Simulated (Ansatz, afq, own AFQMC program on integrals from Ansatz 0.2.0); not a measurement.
# SiH₄ (triplet): quantum Monte Carlo beside coupled cluster at scale of all distances = 2.032, 6-31G

Aim: compute SiH₄ (triplet) with auxiliary-field quantum Monte Carlo on the same integrals as coupled cluster, and set the energies side by side.

Program: Ansatz 0.2.0, Gaussian basis, and an in-house AFQMC program (afq) on its integrals; all values are calculated. Level of theory: 6-31G, frozen cores. These are calculated values, not measurements.

The runs, in order: Full CI; PBE (unrestricted); r2SCAN (unrestricted); PBE0 (unrestricted); B3LYP (unrestricted); wB97M-V (unrestricted); B2PLYP (unrestricted); CCSD(T) on ROHF; CCSDT(Q) on ROHF; CCSDTQ on ROHF; Phaseless AFQMC, CISD trial on ROHF; CCSD(T) on UHF; CCSDT(Q) on UHF; CCSDTQ on UHF; Phaseless AFQMC, CISD trial on UHF; Phaseless AFQMC, single-determinant trial on UHF.

7 further runs of the same task are left out: 7 that didn't finish.

## (1) The geometry

The geometry derives from a PBE0/def2-TZVP stationary point (not a proven minimum). All distances are scaled together.

5 atoms, charge 0, spin multiplicity 3.

Atoms are counted from 1 here; the program's logs count them from 0.

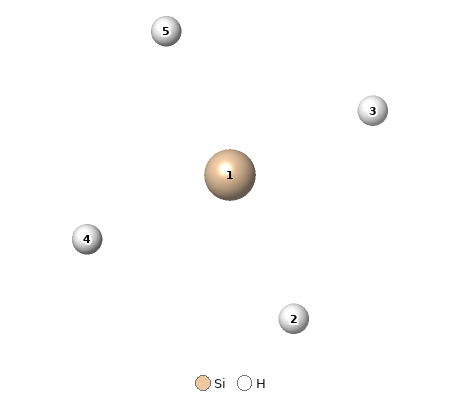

The structure; silicon light orange, hydrogen white; atoms are numbered from 1 in the order of the file.

## (2) Full CI

in.yaml

```yaml
crystal:
  periodic: [false, false, false]
  atoms:
    - {symbol: Si, position_ang: [0.000000, 0.000000, 0.000000]}
    - {symbol: H, position_ang: [-0.023419, 2.204937, 2.189634]}
    - {symbol: H, position_ang: [-0.033522, -2.189748, 2.204694]}
    - {symbol: H, position_ang: [0.033522, 2.189748, -2.204694]}
    - {symbol: H, position_ang: [0.023419, -2.204937, -2.189634]}
basis:
  gaussian: {orbitals: 6-31G}
magnetization: {spin_polarized: false, initial_magnetization: 2}
correlation: {method: fci, electrons: outside_noble_gas}
```

Started as:

```console
$ ansatz run in.yaml --threads 1 --pin off --events-out ev --progress --plain --max-ram 1382MiB
```

What it wrote, shortened:

```text
Functional definition: HF
  name "HF"
  cite "Fock, Z. Phys. 61, 126 (1930) doi:10.1007/BF01340294"
  parent pbe
[...]
435 factors; integrals over basis functions are off by at most 1.5e-7 eV
[...]
mean field -7909.58925589 eV, -290.6720438417 hartree, gradient 2.8e-6 eV, S^2 2.000000; 11 other end points of the search recorded, 0 dependent functions left out
determinant -7908.31350965 eV, -290.6251610322 hartree, with singles and doubles -7912.23897028 eV, -290.7694190497 hartree
determinant -7907.37603919 eV, -290.5907096282 hartree, with singles and doubles -7914.89521997 eV, -290.8670344252 hartree
determinant -7906.12257286 eV, -290.5446455903 hartree, with singles and doubles -7911.51805742 eV, -290.7429259905 hartree
determinant -7908.31350965 eV, -290.6251610322 hartree, with singles and doubles -7912.98902689 eV, -290.7969831216 hartree
determinant -7907.37603919 eV, -290.5907096282 hartree, with singles and doubles -7916.35292758 eV, -290.9206041919 hartree
unrestricted determinant -7913.87292198 eV, -290.8294656670 hartree, S^2 3.7386
5 core orbitals not correlated: weight in the atoms' cores, before any rotation towards them, 1.000 or more for the frozen orbitals, at most 0.000 for the correlated occupied ones
reference -7908.31350965 eV, -290.6251610322 hartree; 5, 3 occupied and 11, 13 virtual orbitals, 435 factors
state -7914.97345953 eV, -290.8699096761 hartree
5 core orbitals not correlated: weight in the atoms' cores, before any rotation towards them, 1.000 or more for the frozen orbitals, at most 0.000 for the correlated occupied ones
state -7914.97378112 eV, -290.8699214944 hartree
Total energy: -7914.97378112 eV, -290.8699214944 hartree
```

Run time: 20 s. Hardware: 1 thread of Arm Neoverse V1, shared host.

From the report: 431,184 determinants, symmetry Ag.

## (3) PBE (unrestricted)

in.yaml, as its differences from that of step 2:

```diff
@@ -10,3 +10,4 @@
   gaussian: {orbitals: 6-31G}
-magnetization: {spin_polarized: false, initial_magnetization: 2}
-correlation: {method: fci, electrons: outside_noble_gas}
+magnetization: {spin_polarized: true, initial_magnetization: 2}
+hamiltonian: {xc: {name: PBE}}
+output: {orbitals: {seedname: orbitals}}
```

Same command.

What it wrote, shortened:

```text
Functional definition: PBE
  name "PBE"
  cite "Perdew, Burke & Ernzerhof, Phys. Rev. Lett. 77, 3865 (1996) doi:10.1103/PhysRevLett.77.3865"
  parent pbe
[...]
272 factors; integrals over basis functions are off by at most 2.1e-4 eV
[...]
mean field -7924.58850356 eV, -291.2232560269 hartree, gradient 3.6e-6 eV, S^2 3.138432; 13 other end points of the search recorded, 0 dependent functions left out
reference -7924.58854772 eV, -291.2232576499 hartree; 10, 8 occupied and 11, 13 virtual orbitals, 272 factors
Total energy: -7924.58854772 eV, -291.2232576499 hartree
```

Wall time 4.1 s (1 thread of Arm Neoverse V1, shared host).

From the report: ⟨S²⟩ of the determinant 3.138 (pure triplet: 2.00). The determinant is far from a pure spin state, so its energy mixes those of several spin states (harmless only where they are near-degenerate, as at dissociation).

## (4) r2SCAN (unrestricted)

in.yaml, as its differences from that of step 3:

```diff
@@ -11,3 +11,2 @@
 magnetization: {spin_polarized: true, initial_magnetization: 2}
-hamiltonian: {xc: {name: PBE}}
-output: {orbitals: {seedname: orbitals}}
+hamiltonian: {xc: {name: r2SCAN}}
```

The command is unchanged.

What it wrote, shortened:

```text
Functional definition: r2SCAN
  name "r2SCAN"
  cite "Furness, Kaplan, Ning, Perdew & Sun, J. Phys. Chem. Lett. 11, 8208 (2020) doi:10.1021/acs.jpclett.0c02405"
  cite "Furness, Kaplan, Ning, Perdew & Sun, J. Phys. Chem. Lett. 11, 9248 (2020) doi:10.1021/acs.jpclett.0c03077"
  parent r2scan
[...]
272 factors; integrals over basis functions are off by at most 2.1e-4 eV
[...]
mean field -7928.19567849 eV, -291.3558172604 hartree, gradient 6.3e-6 eV, S^2 3.238452; 15 other end points of the search recorded, 0 dependent functions left out
reference -7928.19569043 eV, -291.3558176994 hartree; 10, 8 occupied and 11, 13 virtual orbitals, 272 factors
Total energy: -7928.19569043 eV, -291.3558176994 hartree
```

Run time: 11 s. Hardware: 1 thread of Arm Neoverse V1, shared host.

From the report: ⟨S²⟩ of the determinant 3.238 (pure triplet: 2.00). The determinant is far from a pure spin state, so its energy mixes those of several spin states (harmless only where they are near-degenerate, as at dissociation).

## (5) PBE0 (unrestricted)

in.yaml, as its differences from that of step 4:

```diff
@@ -11,2 +11,3 @@
 magnetization: {spin_polarized: true, initial_magnetization: 2}
-hamiltonian: {xc: {name: r2SCAN}}
+hamiltonian: {xc: {name: PBE0}}
+output: {orbitals: {seedname: orbitals}}
```

Same command.

What it wrote, shortened:

```text
Functional definition: PBE0
  name "PBE0"
  cite "Adamo & Barone, J. Chem. Phys. 110, 6158 (1999) doi:10.1063/1.478522"
  cite "Perdew, Burke & Ernzerhof, Phys. Rev. Lett. 77, 3865 (1996) doi:10.1103/PhysRevLett.77.3865"
  parent pbe
[...]
272 factors; integrals over basis functions are off by at most 2.1e-4 eV
[...]
mean field -7925.34489179 eV, -291.2510527815 hartree, gradient 1.1e-5 eV, S^2 3.417994; 12 other end points of the search recorded, 0 dependent functions left out
reference -7925.34492554 eV, -291.2510540219 hartree; 10, 8 occupied and 11, 13 virtual orbitals, 272 factors
Total energy: -7925.34492554 eV, -291.2510540219 hartree
```

Wall time 4.8 s (1 thread of Arm Neoverse V1, shared host).

From the report: ⟨S²⟩ of the determinant 3.418 (pure triplet: 2.00). The determinant is far from a pure spin state, so its energy mixes those of several spin states (harmless only where they are near-degenerate, as at dissociation).

## (6) B3LYP (unrestricted)

in.yaml, as its differences from that of step 5:

```diff
@@ -11,3 +11,2 @@
 magnetization: {spin_polarized: true, initial_magnetization: 2}
-hamiltonian: {xc: {name: PBE0}}
-output: {orbitals: {seedname: orbitals}}
+hamiltonian: {xc: {name: B3LYP}}
```

The command is unchanged.

What it wrote, shortened:

```text
Functional definition: B3LYP
  name "B3LYP"
  cite "Stephens, Devlin, Chabalowski & Frisch, J. Phys. Chem. 98, 11623 (1994) doi:10.1021/j100096a001"
  cite "Becke, Phys. Rev. A 38, 3098 (1988) doi:10.1103/PhysRevA.38.3098"
  cite "Lee, Yang & Parr, Phys. Rev. B 37, 785 (1988) doi:10.1103/PhysRevB.37.785"
  cite "Vosko, Wilk & Nusair, Can. J. Phys. 58, 1200 (1980) doi:10.1139/p80-159"
[...]
272 factors; integrals over basis functions are off by at most 2.1e-4 eV
[...]
mean field -7929.66898822 eV, -291.4099603945 hartree, gradient 9.8e-6 eV, S^2 3.196706; 13 other end points of the search recorded, 0 dependent functions left out
reference -7929.66928062 eV, -291.4099711400 hartree; 10, 8 occupied and 11, 13 virtual orbitals, 272 factors
Total energy: -7929.66928062 eV, -291.4099711400 hartree
```

It took 6 s on 1 thread of Arm Neoverse V1, shared host.

From the report: ⟨S²⟩ of the determinant 3.197 (pure triplet: 2.00). The determinant is far from a pure spin state, so its energy mixes those of several spin states (harmless only where they are near-degenerate, as at dissociation).

## (7) wB97M-V (unrestricted)

in.yaml, as its differences from that of step 6:

```diff
@@ -11,2 +11,3 @@
 magnetization: {spin_polarized: true, initial_magnetization: 2}
-hamiltonian: {xc: {name: B3LYP}}
+hamiltonian: {xc: {name: wB97M-V}}
+output: {orbitals: {seedname: orbitals}}
```

Same command.

What it wrote, shortened:

```text
Functional definition: wB97M-V
  name "wB97M-V"
  cite "Mardirossian & Head-Gordon, J. Chem. Phys. 144, 214110 (2016) doi:10.1063/1.4952647"
  cite "Becke, J. Chem. Phys. 107, 8554 (1997) doi:10.1063/1.475007"
  cite "Vydrov & Van Voorhis, J. Chem. Phys. 133, 244103 (2010) doi:10.1063/1.3521275"
  # Of w^i u^j: cxij and so on, Table III.
[...]
  gx(w, u) = 1 - cx + cx01*u + cx10*w
  gss(w, u) = css00 + css04*u^4 + css10*w + css20*w^2 + css43*w^4*u^3
  gos(w, u) = cos00 + cos10*w + (cos20 + cos21*u)*w^2 + (cos60 + cos61*u)*w^6
[...]
      + integral(e_c_pw_mod_opposite_spin*gos(b97_w_opposite, b97_u_opposite)) + vv10(b, c)
272 factors; integrals over basis functions are off by at most 2.1e-4 eV
116 factors; integrals over basis functions are off by at most 8.6e-6 eV
[...]
mean field -7927.31175804 eV, -291.3233337831 hartree, gradient 8.7e-6 eV, S^2 3.398784; 12 other end points of the search recorded, 0 dependent functions left out
reference -7927.31179642 eV, -291.3233351936 hartree; 10, 8 occupied and 11, 13 virtual orbitals, 272 factors
Total energy: -7927.31179642 eV, -291.3233351936 hartree
```

Wall time 57 s (1 thread of Arm Neoverse V1, shared host).

From the report: ⟨S²⟩ of the determinant 3.399 (pure triplet: 2.00). The determinant is far from a pure spin state, so its energy mixes those of several spin states (harmless only where they are near-degenerate, as at dissociation).

## (8) B2PLYP (unrestricted)

in.yaml, as its differences from that of step 7:

```diff
@@ -11,3 +11,3 @@
 magnetization: {spin_polarized: true, initial_magnetization: 2}
-hamiltonian: {xc: {name: wB97M-V}}
-output: {orbitals: {seedname: orbitals}}
+hamiltonian: {xc: {name: B2PLYP}}
+correlation: {electrons: outside_noble_gas}
```

The command is unchanged.

What it wrote, shortened:

```text
Functional definition: B2PLYP
  name "B2PLYP"
  cite "Grimme, J. Chem. Phys. 124, 034108 (2006) doi:10.1063/1.2148954"
  cite "Becke, Phys. Rev. A 38, 3098 (1988) doi:10.1103/PhysRevA.38.3098"
  cite "Lee, Yang & Parr, Phys. Rev. B 37, 785 (1988) doi:10.1103/PhysRevB.37.785"
[...]
272 factors; integrals over basis functions are off by at most 2.1e-4 eV
[...]
mean field -7924.63758404 eV, -291.2250597013 hartree, gradient 5.8e-7 eV, S^2 3.523398; 14 other end points of the search recorded, 0 dependent functions left out
5 core orbitals not correlated: weight in the atoms' cores, before any rotation towards them, 1.000 or more for the frozen orbitals, at most 0.000 for the correlated occupied ones
reference -7924.63777110 eV, -291.2250665754 hartree; 5, 3 occupied and 11, 13 virtual orbitals, 272 factors
second order -0.77374702 eV of doubles, -0.00000000 eV of singles
Total energy: -7924.84668279 eV, -291.2327439386 hartree
```

Wall time 8 s (1 thread of Arm Neoverse V1, shared host).

From the report: ⟨S²⟩ of the determinant 3.523 (pure triplet: 2.00). The determinant is far from a pure spin state, so its energy mixes those of several spin states (harmless only where they are near-degenerate, as at dissociation).

## (9) CCSD(T) on ROHF

in.yaml, as its differences from that of step 8:

```diff
@@ -10,4 +10,3 @@
   gaussian: {orbitals: 6-31G}
-magnetization: {spin_polarized: true, initial_magnetization: 2}
-hamiltonian: {xc: {name: B2PLYP}}
-correlation: {electrons: outside_noble_gas}
+magnetization: {spin_polarized: false, initial_magnetization: 2}
+correlation: {method: ccsd_t, electrons: outside_noble_gas, hamiltonian_folder: ham}
```

Launched as before.

What it wrote, shortened:

```text
Functional definition: HF
  name "HF"
  cite "Fock, Z. Phys. 61, 126 (1930) doi:10.1007/BF01340294"
  parent pbe
[...]
272 factors; integrals over basis functions are off by at most 2.1e-4 eV
[...]
mean field -7909.58914067 eV, -290.6720396076 hartree, gradient 2.6e-6 eV, S^2 2.000000; 11 other end points of the search recorded, 0 dependent functions left out
[...]
determinant -7909.58914067 eV, -290.6720396076 hartree, with singles and doubles -7914.65492764 eV, -290.8582038450 hartree
determinant -7908.45368010 eV, -290.6303122014 hartree, with singles and doubles -7914.01659123 eV, -290.8347454146 hartree
determinant -7908.31338627 eV, -290.6251564982 hartree, with singles and doubles -7912.23878130 eV, -290.7694121049 hartree
determinant -7907.37591872 eV, -290.5907052011 hartree, with singles and doubles -7914.89520445 eV, -290.8670338551 hartree
[...]
determinant -7908.31338627 eV, -290.6251564982 hartree, with singles and doubles -7912.98882092 eV, -290.7969755522 hartree
determinant -7907.37591872 eV, -290.5907052011 hartree, with singles and doubles -7916.35310409 eV, -290.9206106786 hartree
unrestricted determinant -7913.87288634 eV, -290.8294643572 hartree, S^2 3.7386
5 core orbitals not correlated: weight in the atoms' cores, before any rotation towards them, 1.000 or more for the frozen orbitals, at most 0.000 for the correlated occupied ones
reference -7907.37591872 eV, -290.5907052011 hartree; 5, 3 occupied and 11, 13 virtual orbitals, 272 factors
second order -3.44309923 eV of doubles, -1.36768440 eV of singles
cycle   1  -6.00908317 eV  change    -1.5e0 eV  update   2.4e-1
[...]
cycle   2  -8.97720755 eV  change    7.4e-8 eV  update   5.0e-7
perturbative correction -0.70578082 eV, -0.0259369668 hartree
WARN: the results are in doubt because among natural orbitals full CI differs from the method by +1.675 eV
Total energy: -7917.05890709 eV, -290.9465484604 hartree
In doubt: among natural orbitals full CI differs from the method by +1.675 eV
```

Wall time 1.9 s (1 thread of Arm Neoverse V1, shared host).

From the report: correlation -9.6830 eV; T1 0.090; largest double amplitude 0.74. The program marks this result as in doubt; its last lines say why.

This run also writes the integrals to the folder ham.

## (10) CCSDT(Q) on ROHF

in.yaml, as its differences from that of step 9:

```diff
@@ -11,2 +11,2 @@
 magnetization: {spin_polarized: false, initial_magnetization: 2}
-correlation: {method: ccsd_t, electrons: outside_noble_gas, hamiltonian_folder: ham}
+correlation: {method: ccsdt_q, electrons: outside_noble_gas}
```

Launched as before.

What it wrote, shortened:

```text
Functional definition: HF
  name "HF"
  cite "Fock, Z. Phys. 61, 126 (1930) doi:10.1007/BF01340294"
  parent pbe
[...]
435 factors; integrals over basis functions are off by at most 1.5e-7 eV
[...]
mean field -7909.58925589 eV, -290.6720438417 hartree, gradient 2.8e-6 eV, S^2 2.000000; 11 other end points of the search recorded, 0 dependent functions left out
[...]
determinant -7909.58925589 eV, -290.6720438417 hartree, with singles and doubles -7914.65502855 eV, -290.8582075532 hartree
determinant -7908.45372451 eV, -290.6303138333 hartree, with singles and doubles -7914.01732577 eV, -290.8347724083 hartree
determinant -7908.31351127 eV, -290.6251610916 hartree, with singles and doubles -7912.23897111 eV, -290.7694190802 hartree
determinant -7907.37603919 eV, -290.5907096282 hartree, with singles and doubles -7914.89521873 eV, -290.8670343796 hartree
determinant -7906.12257286 eV, -290.5446455903 hartree, with singles and doubles -7911.51805695 eV, -290.7429259735 hartree
[...]
determinant -7907.37603919 eV, -290.5907096282 hartree, with singles and doubles -7916.35294618 eV, -290.9206048754 hartree
[...]
unrestricted determinant -7913.87292198 eV, -290.8294656670 hartree, S^2 3.7386
5 core orbitals not correlated: weight in the atoms' cores, before any rotation towards them, 1.000 or more for the frozen orbitals, at most 0.000 for the correlated occupied ones
reference -7907.37603919 eV, -290.5907096282 hartree; 5, 3 occupied and 11, 13 virtual orbitals, 435 factors
second order -3.44314345 eV of doubles, -1.36764381 eV of singles
cycle   1  -6.00902397 eV  change    -1.5e0 eV  update   2.4e-1
[...]
cycle   2  -9.31284750 eV  change    1.3e-7 eV  update   1.1e-7
perturbative correction 4.22593177 eV, 0.1553001282 hartree
WARN: the results are in doubt because among natural orbitals full CI differs from the method by -1.917 eV
WARN: the method's energy lies above the unrestricted determinant's, so it is not that of the lowest state
Total energy: -7912.46295492 eV, -290.7776503332 hartree
In doubt: among natural orbitals full CI differs from the method by -1.917 eV
```

It took 8 s on 1 thread of Arm Neoverse V1, shared host.

From the report: correlation -5.0869 eV; T1 0.138; largest double amplitude 0.87. Mind the lines of doubt at the end of the log.

## (11) CCSDTQ on ROHF

in.yaml, as its differences from that of step 10:

```diff
@@ -11,2 +11,2 @@
 magnetization: {spin_polarized: false, initial_magnetization: 2}
-correlation: {method: ccsdt_q, electrons: outside_noble_gas}
+correlation: {method: ccsdtq, electrons: outside_noble_gas}
```

Same command.

What it wrote, shortened:

```text
Functional definition: HF
  name "HF"
  cite "Fock, Z. Phys. 61, 126 (1930) doi:10.1007/BF01340294"
  parent pbe
[...]
435 factors; integrals over basis functions are off by at most 1.5e-7 eV
[...]
mean field -7909.58925589 eV, -290.6720438417 hartree, gradient 2.8e-6 eV, S^2 2.000000; 11 other end points of the search recorded, 0 dependent functions left out
[...]
determinant -7909.58925589 eV, -290.6720438417 hartree, with singles and doubles -7914.65502855 eV, -290.8582075532 hartree
determinant -7908.45372451 eV, -290.6303138333 hartree, with singles and doubles -7914.01732577 eV, -290.8347724083 hartree
determinant -7908.31351127 eV, -290.6251610916 hartree, with singles and doubles -7912.23897111 eV, -290.7694190802 hartree
determinant -7907.37603919 eV, -290.5907096282 hartree, with singles and doubles -7914.89521873 eV, -290.8670343796 hartree
determinant -7906.12257286 eV, -290.5446455903 hartree, with singles and doubles -7911.51805695 eV, -290.7429259735 hartree
determinant -7909.58925589 eV, -290.6720438417 hartree, with singles and doubles -7915.00618977 eV, -290.8711124902 hartree
determinant -7908.31351127 eV, -290.6251610916 hartree, with singles and doubles -7912.98903169 eV, -290.7969832981 hartree
determinant -7907.37603919 eV, -290.5907096282 hartree, with singles and doubles -7916.35294618 eV, -290.9206048754 hartree
[...]
unrestricted determinant -7913.87292198 eV, -290.8294656670 hartree, S^2 3.7386
5 core orbitals not correlated: weight in the atoms' cores, before any rotation towards them, 1.000 or more for the frozen orbitals, at most 0.000 for the correlated occupied ones
reference -7907.37603919 eV, -290.5907096282 hartree; 5, 3 occupied and 11, 13 virtual orbitals, 435 factors
second order -3.44314345 eV of doubles, -1.36764381 eV of singles
cycle   1  -6.00902397 eV  change    -1.5e0 eV  update   2.4e-1
[...]
cycle  46  -7.59747338 eV  change    4.9e-7 eV  update   4.4e-7
WARN: these amplitudes may be one of several solutions (largest doubles amplitude 0.38, level shift 0.84 eV)
Total energy: -7914.97351256 eV, -290.8699116250 hartree
```

Wall time 33 s (1 thread of Arm Neoverse V1, shared host).

From the report: correlation -7.5975 eV; T1 0.141; largest double amplitude 0.38. The report flags that the cluster equations may have other roots.

(Part 1 of 2 ends here.)
